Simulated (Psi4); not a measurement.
# One shape, several levels: InN2H4 (SMILES [NH2][In][NH2])

Aim: a comparison of 5 runs (UB3LYP/def2-SVPD, UBHLYP/def2-SVPD, UM06-2X/def2-SVPD, UM06-L/def2-SVPD, UPBE0/def2-SVPD) of InN2H4. 

The calculation is run with Psi4 1.11.

## 1. Starting point

InN2H4: 7 atoms, total charge 0, spin state doublet. SMILES: `[NH2][In][NH2]`. One bond was lengthened or shortened from a relaxed shape.

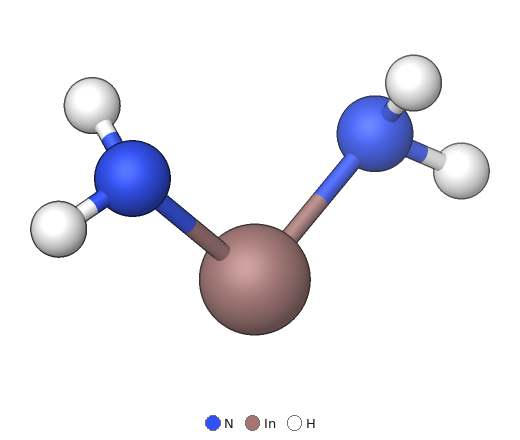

Viewed from a chosen angle; nitrogen blue, indium brown, hydrogen white.

## 2. The energy at UB3LYP/def2-SVPD (core potential) (run 1)

Contents of input.json:

```json
{
 "schema_name": "qcschema_input",
 "schema_version": 1,
 "molecule": {
  "schema_name": "qcschema_molecule",
  "schema_version": 2,
  "symbols": ["N", "In", "N", "H", "H", "H", "H"],
  "geometry": [-3.21189379, 1.10137207, -1.05880788, -0.89006289, -0.75662555, 1.80558229, 2.94075211, -0.78652102, 0.26589013, -5.11248584, 0.9790501, -0.80677511, -2.85369621, 0.20571748, -2.72263614, 4.54322286, -1.33121757, 1.6870341, 3.33026246, 1.01446357, -0.28233831],
  "molecular_charge": 0,
  "molecular_multiplicity": 2,
  "fix_symmetry": "c1"
 },
 "driver": "energy",
 "model": {
  "method": "b3lyp",
  "basis": "def2-SVPD"
 },
 "keywords": {
  "reference": "uks",
  "puream": true,
  "e_convergence": 1e-09,
  "d_convergence": 1e-08,
  "scf_type": "pk",
  "dft_radial_points": 99,
  "dft_spherical_points": 590,
  "maxiter": 200
 }
}
```

The run is started by

```bash
$ psi4 --qcschema input.json -n 1 --memory 1600MB
```

stdout:

```text
[...]
    !!!  WARNING: ECP capability is in beta. Please check occupations closely.  !!!
[...]
  Running in c1 symmetry.
[...]
  Nuclear repulsion =  113.833261698254404
[...]
  Multiplicity = 2
[...]
  Nalpha       = 20
  Nbeta        = 19
[...]
    Number of basis functions: 104
[...]
   @UKS iter   1:  -301.33482601885743   -7.40764e-01   1.13382e-02 ADIIS/DIIS
[...]
   @UKS iter  15:  -302.00990868414038   -3.86535e-12   8.28054e-09 DIIS
[...]
   @S^2 Observed:                7.606950093E-01
[...]
  @UKS Final Energy:  -302.00990868414038
   => Energetics <=
    Nuclear Repulsion Energy =            113.8332616982544039
    One-Electron Energy =                -713.0942921853106782
    Two-Electron Energy =                 323.1858923303671531
    DFT Exchange-Correlation Energy =     -25.9347705274512919
    Empirical Dispersion Energy =           0.0000000000000000
    VV10 Nonlocal Energy =                  0.0000000000000000
    Total Energy =                       -302.0099086841403846
[...]
 Multipole Moments:
 ------------------------------------------------------------------------------------
     Multipole            Electronic (a.u.)      Nuclear  (a.u.)        Total (a.u.)
 ------------------------------------------------------------------------------------
 L = 1.  Multiply by 2.5417464519 to convert [e a0] to [Debye]
 Dipole X            :         -7.6442624            7.4946438           -0.1496185
 Dipole Y            :         -9.0498678            8.8551946           -0.1946733
 Dipole Z            :         21.7581523          -21.3072451            0.4509072
 Magnitude           :                                                    0.5134206
[...]
```

The result, in JSON:

```text
{
 "driver": "energy",
 "model": {
  "method": "b3lyp",
  "basis": "def2-SVPD"
 },
 "success": true,
 "return_result": -302.0099086841404,
 "properties": {
  "calcinfo_nbasis": 104,
  "calcinfo_nmo": 104,
  "calcinfo_nalpha": 20,
  "calcinfo_nbeta": 19,
  "calcinfo_natom": 7,
  "nuclear_repulsion_energy": 113.8332616982544,
  "return_energy": -302.0099086841404,
  "scf_one_electron_energy": -713.0942921853107,
  "scf_two_electron_energy": 323.18589233036715,
  "scf_xc_energy": -25.934770527451292,
  "scf_dipole_moment": [-0.14961854889459492, -0.19467325496494858, 0.45090717601685526],
  "scf_total_energy": -302.0099086841404,
  "scf_iterations": 15
 }
}
```

It took 28 s on 1 thread of Intel Xeon 6975P-C (Granite Rapids), shared host; peak memory 0.7 GiB.

## 3. Energy and gradient at UBHLYP/def2-SVPD (core potential) (run 2)

Contents of input.inp:

```
memory 1.6 GB

molecule {
  0 2
  N     -3.21189379     1.10137207    -1.05880788
  In    -0.89006289    -0.75662555     1.80558229
  N      2.94075211    -0.78652102     0.26589013
  H     -5.11248584     0.97905010    -0.80677511
  H     -2.85369621     0.20571748    -2.72263614
  H      4.54322286    -1.33121757     1.68703410
  H      3.33026246     1.01446357    -0.28233831
  units au
  symmetry c1
}

set basis def2-SVPD
set reference uks
set puream true
set e_convergence 1e-09
set d_convergence 1e-08
set scf_type pk
set dft_radial_points 99
set dft_spherical_points 590
set maxiter 200

result, w = gradient("bhhlyp", return_wfn=True)
oeprop(w, "LOWDIN_CHARGES", "QUADRUPOLE", "MAYER_INDICES", title="BHHLYP")
print_variables()
```

The run is started by

```bash
$ psi4 -i input.inp -o input.out -n 1
```

input.out:

```text
[...]
    !!!  WARNING: ECP capability is in beta. Please check occupations closely.  !!!
[...]
  Running in c1 symmetry.
[...]
  Nuclear repulsion =  113.833261698254404
[...]
  Multiplicity = 2
[...]
  Nalpha       = 20
  Nbeta        = 19
[...]
    Number of basis functions: 104
[...]
   @UKS iter   1:  -301.27393931793381   -1.10083e+00   9.66620e-03 ADIIS/DIIS
[...]
   @UKS iter  17:  -301.78051768000279   -1.79625e-11   7.99738e-09 DIIS
[...]
   @S^2 Observed:                7.730875206E-01
[...]
  @UKS Final Energy:  -301.78051768000279
   => Energetics <=
    Nuclear Repulsion Energy =            113.8332616982544039
    One-Electron Energy =                -713.1656914826965021
    Two-Electron Energy =                 314.1868697122505409
    DFT Exchange-Correlation Energy =     -16.6349576078112378
    Empirical Dispersion Energy =           0.0000000000000000
    VV10 Nonlocal Energy =                  0.0000000000000000
    Total Energy =                       -301.7805176800027880
[...]
  -Total Gradient:
     Atom            X                  Y                   Z
    ------   -----------------  -----------------  -----------------
       1       -0.004941431739     0.012871535687    -0.007961615204
       2       -0.005862052475    -0.007351275434     0.016414729116
       3       -0.045925863820     0.019900632685    -0.060019181902
       4       -0.004999167749    -0.001187156555    -0.001450003867
       5        0.000550641110    -0.003216204858    -0.001394178898
       6        0.064508448823    -0.023042053244     0.055775042260
       7       -0.003331727222     0.002021633912    -0.001362509235
[...]
```

It took 33 s on 1 thread of Intel Xeon 6975P-C (Granite Rapids), shared host; peak memory 0.7 GiB.

Run 3 isn't shown in full; the table further down has it.

## 4. Energy and forces at UM06-L/def2-SVPD (core potential) (run 4)

Contents of calc.py:

```python
import psi4

psi4.set_memory('1600 MB')
psi4.set_num_threads(1)
psi4.core.set_output_file('run.log', False)

mol = psi4.geometry("""
0 2
N     -3.21189379     1.10137207    -1.05880788
In    -0.89006289    -0.75662555     1.80558229
N      2.94075211    -0.78652102     0.26589013
H     -5.11248584     0.97905010    -0.80677511
H     -2.85369621     0.20571748    -2.72263614
H      4.54322286    -1.33121757     1.68703410
H      3.33026246     1.01446357    -0.28233831
units au
symmetry c1
no_reorient
no_com
""")

options = {'reference': 'uks', 'puream': True, 'e_convergence': 1e-09, 'd_convergence': 1e-08, 'scf_type': 'pk', 'dft_radial_points': 99, 'dft_spherical_points': 590, 'maxiter': 200}
psi4.set_options(options)

E, wfn = psi4.gradient("m06-l/def2-SVPD", return_wfn=True)
print('gradient / Eh bohr^-1')
print(E.np.round(6))
print(f'energy = {wfn.energy():.10f} Eh')
```

The run is started by

```bash
$ python calc.py
```

run.log:

```text
[...]
    !!!  WARNING: ECP capability is in beta. Please check occupations closely.  !!!
[...]
  Running in c1 symmetry.
[...]
  Nuclear repulsion =  113.833261698254404
[...]
  Multiplicity = 2
[...]
  Nalpha       = 20
  Nbeta        = 19
[...]
    Number of basis functions: 104
[...]
   @UKS iter   1:  -301.40481664271084   -6.97794e-01   1.12757e-02 ADIIS/DIIS
[...]
   @UKS iter  16:  -302.06537334894256   -1.70530e-12   2.81200e-09 DIIS
[...]
   @S^2 Observed:                7.568526158E-01
[...]
  @UKS Final Energy:  -302.06537334894256
   => Energetics <=
    Nuclear Repulsion Energy =            113.8332616982544039
    One-Electron Energy =                -713.3058272612170185
    Two-Electron Energy =                 329.4870944404156035
    DFT Exchange-Correlation Energy =     -32.0799022263955464
    Empirical Dispersion Energy =           0.0000000000000000
    VV10 Nonlocal Energy =                  0.0000000000000000
    Total Energy =                       -302.0653733489425576
[...]
  -Total Gradient:
     Atom            X                  Y                   Z
    ------   -----------------  -----------------  -----------------
       1       -0.008084438265     0.002396397590    -0.006257282015
       2       -0.000801856849    -0.001493513605     0.002269269660
       3       -0.046963672893     0.026326592028    -0.051167262423
       4        0.002315692808     0.000042643510    -0.000887130796
       5        0.001068297509     0.000955742116     0.005072566134
       6        0.058688846706    -0.022447322291     0.051497596150
       7       -0.006296817993    -0.005868867493    -0.000318680482
[...]
```

Standard output:

```text
gradient / Eh bohr^-1
[[-8.0840e-03  2.3960e-03 -6.2570e-03]
 [-8.0200e-04 -1.4940e-03  2.2690e-03]
 [-4.6964e-02  2.6327e-02 -5.1167e-02]
 [ 2.3160e-03  4.3000e-05 -8.8700e-04]
 [ 1.0680e-03  9.5600e-04  5.0730e-03]
 [ 5.8689e-02 -2.2447e-02  5.1498e-02]
 [-6.2970e-03 -5.8690e-03 -3.1900e-04]]
energy = -302.0653733489 Eh
```

It took 64 s on 1 thread of Intel Xeon 6975P-C (Granite Rapids), shared host; peak memory 0.7 GiB.

## 5. A single-point energy at UPBE0/def2-SVPD (core potential) (run 5)

Contents of h4inn2.py:

```python
import psi4

psi4.set_memory(1600000000)
psi4.set_num_threads(1)
psi4.core.set_output_file('output.dat', False)

molecule = psi4.geometry("""
0 2
N
In 1 2.184918
N 2 2.184848 1 105.44453
H 1 1.016617 2 115.89106 3 168.62104
H 1 1.017731 4 105.55121 2 117.70487
H 3 1.1695 2 115.7691 1 167.97402
H 3 1.017317 6 105.50715 2 117.73052
units angstrom
symmetry c1
no_reorient
no_com
""")

psi4.set_options({
    'basis': 'def2-SVPD',
    'reference': 'uks',
    'puream': True,
    'e_convergence': 1e-09,
    'd_convergence': 1e-08,
    'scf_type': 'pk',
    'dft_radial_points': 99,
    'dft_spherical_points': 590,
    'maxiter': 200,
})

result, w = psi4.energy('PBE0', molecule=molecule, return_wfn=True)
psi4.oeprop(w, 'WIBERG_LOWDIN_INDICES', 'QUADRUPOLE', 'DIPOLE', title='PBE0')
print(f'total energy {result:.8f} hartree = {result * 27.211386:.5f} eV')
for k, v in sorted(psi4.core.scalar_variables().items()):
    print(f'{k:45s} {v:18.10f}')
```

The run is started by

```bash
$ python h4inn2.py
```

output.dat:

```text
[...]
  Running in c1 symmetry.
[...]
  Nuclear repulsion =  113.833256683248578
[...]
  Multiplicity = 2
[...]
  Nalpha       = 20
  Nbeta        = 19
[...]
    Number of basis functions: 104
[...]
   @UKS iter   1:  -301.21429222215852   -8.29717e-01   1.05451e-02 DIIS/ADIIS
[...]
   @UKS iter  15:  -301.80567956931060   -8.58336e-12   9.36837e-09 DIIS
[...]
   @S^2 Observed:                7.622250177E-01
[...]
  @UKS Final Energy:  -301.80567956931060
   => Energetics <=
    Nuclear Repulsion Energy =            113.8332566832485782
    One-Electron Energy =                -713.1127497074508028
    Two-Electron Energy =                 321.6893897246209235
    DFT Exchange-Correlation Energy =     -24.2155762697292971
    Empirical Dispersion Energy =           0.0000000000000000
    VV10 Nonlocal Energy =                  0.0000000000000000
    Total Energy =                       -301.8056795693105983
[...]
 Multipole Moments:
 ------------------------------------------------------------------------------------
     Multipole            Electronic (a.u.)      Nuclear  (a.u.)        Total (a.u.)
 ------------------------------------------------------------------------------------
 L = 1.  Multiply by 2.5417464519 to convert [e a0] to [Debye]
 Dipole X            :         -0.0501271            0.0442860           -0.0058411
 Dipole Y            :         19.8400296          -19.4118240            0.4282056
 Dipole Z            :         14.8903869          -14.5520502            0.3383366
 Magnitude           :                                                    0.5457708
 L = 2.  Multiply by 1.3450342976 to convert [e a0^2] to [Debye ang]
 Quadrupole XX       :        -30.9841423            4.4114015          -26.5727407
 Quadrupole XY       :          5.9816445           -7.5989624           -1.6173178
[...]
```

The script printed:

```text
total energy -301.80567957 hartree = -8212.55084 eV
CURRENT ENERGY                                   -301.8056795693
CURRENT REFERENCE ENERGY                         -301.8056795693
DD SOLVATION ENERGY                                 0.0000000000
DFT FUNCTIONAL TOTAL ENERGY                      -301.8056795693
DFT TOTAL ENERGY                                 -301.8056795693
DFT VV10 ENERGY                                     0.0000000000
DFT XC ENERGY                                     -24.2155762697
GRID ELECTRONS ALPHA                               19.9999996426
GRID ELECTRONS BETA                                18.9999995769
GRID ELECTRONS TOTAL                               38.9999992195
NUCLEAR REPULSION ENERGY                          113.8332566832
ONE-ELECTRON ENERGY                              -713.1127497075
PCM POLARIZATION ENERGY                             0.0000000000
PE ENERGY                                           0.0000000000
SCF ITERATION ENERGY                             -301.8056795693
SCF ITERATIONS                                     15.0000000000
SCF TOTAL ENERGY                                 -301.8056795693
TWO-ELECTRON ENERGY                               321.6893897246
XC GRID RADIAL POINTS                              99.0000000000
XC GRID SPHERICAL POINTS                          590.0000000000
XC GRID TOTAL POINTS                           393187.0000000000
```

It took 27 s on 1 thread of Intel Xeon 6975P-C (Granite Rapids), shared host; peak memory 0.7 GiB.

## 6. Overview of the runs

| run | level | task | energy (Eh) | dipole moment (D) | HOMO energy (eV) | LUMO energy (eV) | wall time |
| --- | --- | --- | --- | --- | --- | --- | --- |
| 1 | UB3LYP/def2-SVPD (core potential) | energy | -302.009909 | 1.30 | -5.73 | -3.57 | 28 s |
| 2 | UBHLYP/def2-SVPD (core potential) | gradient | -301.780518 | 1.71 | -6.90 | -2.54 | 33 s |
| 3 | UM06-2X/def2-SVPD (core potential) | energy | -301.812298 | 1.76 | -7.01 | -2.81 | 50 s |
| 4 | UM06-L/def2-SVPD (core potential) | gradient | -302.065373 | 1.15 | -4.76 | -3.96 | 64 s |
| 5 | UPBE0/def2-SVPD (core potential) | energy | -301.805680 | 1.39 | -5.93 | -3.24 | 27 s |

## 7. What came out

```
                                 quantity          value
                      run 5: total energy  -301.80568 Eh
                     run 5: dipole moment         1.39 D
run 5: HOMO energy (highest over α and β)       -5.93 eV
 run 5: LUMO energy (lowest over α and β)       -3.24 eV
                              run 5: ⟨S²⟩          0.762
```

In words: The dipole moment (its size) runs from 1.15 D (UM06-L/def2-SVPD) to 1.76 D (UM06-2X/def2-SVPD). Totals of different functionals can't be ranked against each other. All runs together took 3.4 min, the longest 64 s.
